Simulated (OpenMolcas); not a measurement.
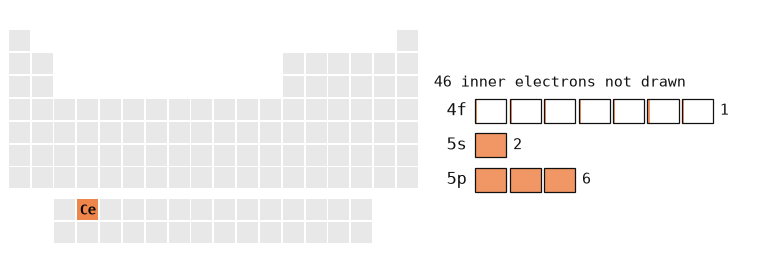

**Figure 1.** Left, the place of cerium in the periodic table; right, the outer shells of the leading configuration of the lowest level: a box for each of the 2l + 1 orbitals, shaded by the share of the shell that is filled, with the electron count at the right.

**Ce³⁺ complex: multiconfigurational calculation**

Ce³⁺ with 2 ligands (F; linear, 2.06 Å), with no charges around it. Computed at this level: state-averaged SS-CASPT2, IPEA shift 0.25, imaginary shift 0.1 hartree, closed shells 5s 5p of the metal and the valence shells of the ligands correlated, active space 1 electron in the shell 4f, basis ANO-RCC-VDZP on the metal and ANO-RCC-VDZP on the ligands, DKH2 scalar Hamiltonian, spin-orbit coupling by RASSI with atomic mean-field integrals (OpenMolcas).

## Summary

| quantity | value |
| --- | --- |
| outcome | converged |
| energy of the lowest spin-free term | −9053.07625 hartree |
| energy of the lowest spin-orbit level | −9053.08196 hartree |
| CASPT2 correlation energy | −0.6536 hartree |
| largest spread among components of a term | 0.3 cm⁻¹ |
| lowest reference weight | 0.844 |
| hardware | 1 thread of Arm Neoverse V2, 24 GiB of memory available, shared host |
| wall time | 4.1 s |
| peak memory | 0.6 GiB |

## Notes

To bear in mind: distances are set from ionic radii, not optimised.

## Input file
```
&GATEWAY
Coord
3

Ce 0.0 0.0 0.0
F 0.000000 0.000000 2.060000
F 0.000000 0.000000 -2.060000
Basis=Ce.ANO-RCC-VDZP,F.ANO-RCC-VDZP
Group=XYZ
NoMove
AngMom=0.0 0.0 0.0
AMFI
RICD
&SEWARD
&RASSCF
FileOrb=start.orb
Symmetry=2
Spin=2
nActEl=1 0 0
Inactive=20 17
Ras2=0 7
CIRoot=7 7 1
SDav=7
CIMx=300
Iter=150 100
PrWF=0.3
OrbListing=Nothing
MaxOrb=0
LevShft=1.0
>>> COPY $Project.JobIph JOB001
&RASSI
NrOfJobIphs=1 7
1 2 3 4 5 6 7
IphNames
JOB001
EJob
SpinOrbit
DIPRint=1.0
SOCoupling=1000.0
Subsets=2
Property=9
'ANGMOM' 1 'ANGMOM' 2 'ANGMOM' 3 'MLTPL  1' 1 'MLTPL  1' 2 'MLTPL  1' 3
'AMFI' 1 'AMFI' 2 'AMFI' 3
SOProperty=3
'ANGMOM' 1 'ANGMOM' 2 'ANGMOM' 3
>>> COPY JOB001 $Project.JobIph
&CASPT2
Multistate=7 1 2 3 4 5 6 7
NoMult
Frozen=15 10
IPEA=0.25
Imaginary=0.1
MaxIter=60
WThr=0.0 0.3 0.05
PrWF=0.5
NoMix
```

The file start.orb holds starting orbitals from an earlier step. A driver script formed the levels outside the program, from RASSI's spin-orbit matrix and the CASPT2 energies (for multi-state variants, the effective Hamiltonian), averaged over the components of each term or state. The log and the time are those of the CASPT2 step.

Launched with:
```bash
OMP_NUM_THREADS=1 MOLCAS_MEM=2457 MOLCAS_PROJECT=a pymolcas a.inp > a.log  # once for each step of the input, in one work folder
```

## Log (extracts)
```
--- CASPT2 ---
Orbital specifications:
      -----------------------

      Symmetry species                           1   2
                                                ag  au
      Frozen orbitals                           15  10
      Inactive orbitals                          5   7
      Active orbitals                            0   7
      Secondary orbitals                        30  22
      Deleted orbitals                           0   0
      Number of basis functions                 50  46
Type of calculation                        SS-CASPT2
      Fock operator                              state-specific
      IPEA shift                                 0.25
      Real shift                                 0.00
      Imaginary shift                            0.10
      The input orbitals will be transformed to quasi-canonical
Reference energy:       -9052.4226967869
      E2 (Non-variational):      -0.6529286122
      Shift correction:          -0.0006281532
      E2 (Variational):          -0.6535567654
      Total energy:           -9053.0762535524
      Residual norm:              0.0000001868
      Reference weight:           0.84393
      Contributions to the CASPT2 correlation energy
      Active & Virtual Only:          0.0000000000
      One Inactive Excited:          -0.0293688459
      Two Inactive Excited:          -0.6235597664
Reference energy:       -9052.4226967869
      E2 (Non-variational):      -0.6529286122
      Shift correction:          -0.0006281532
      E2 (Variational):          -0.6535567654
      Total energy:           -9053.0762535524
      Residual norm:              0.0000001868
      Reference weight:           0.84393
      Contributions to the CASPT2 correlation energy
      Active & Virtual Only:          0.0000000000
      One Inactive Excited:          -0.0293688459
      Two Inactive Excited:          -0.6235597664
::    CASPT2 Root  1     Total energy:  -9053.07625355
::    CASPT2 Root  2     Total energy:  -9053.07625355
::    CASPT2 Root  3     Total energy:  -9053.07231364
::    CASPT2 Root  4     Total energy:  -9053.07231494
::    CASPT2 Root  5     Total energy:  -9053.06239166
::    CASPT2 Root  6     Total energy:  -9053.06239171
::    CASPT2 Root  7     Total energy:  -9053.04586708
```

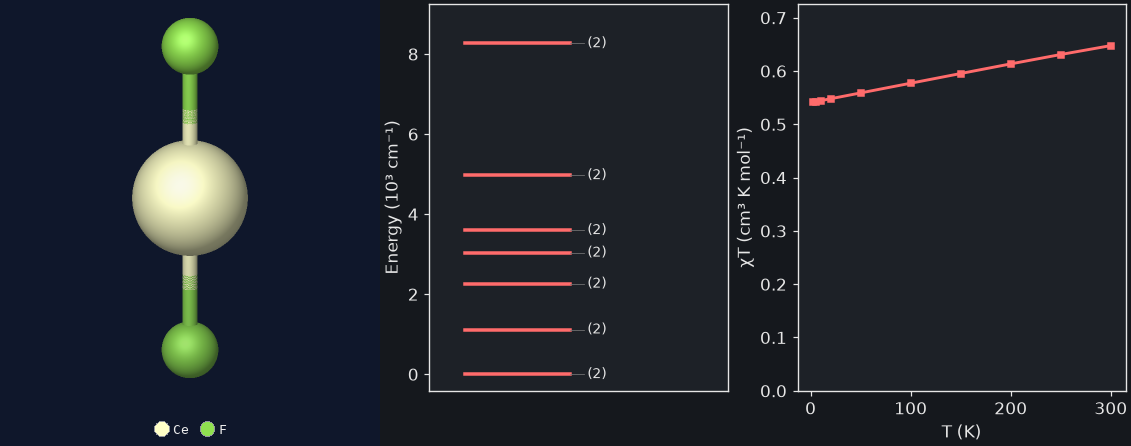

**Figure 2.** Ce³⁺ (4f) with 2 ligands, F⁻, at 2.06 Å (arrangement: linear, D∞h), and its levels and susceptibility. Labels give the representation in O, Td, D4 or D3 as the site allows (double group for half-integer spin) where it could be assigned and, in brackets, the degeneracy; spin-free states, where drawn, share the zero of the spin-orbit levels. Powder susceptibility by Van Vleck's formula. The ground level is a Kramers doublet, 100 % from states of spin multiplicity 2. Its principal g values are 0.00, 0.00 and 4.16, easy-axis. The next level lies at 1,120 cm⁻¹. χT is 0.541 cm³ K mol⁻¹ at 2 K and 0.648 at 300 K, an effective moment of 2.28 μB.
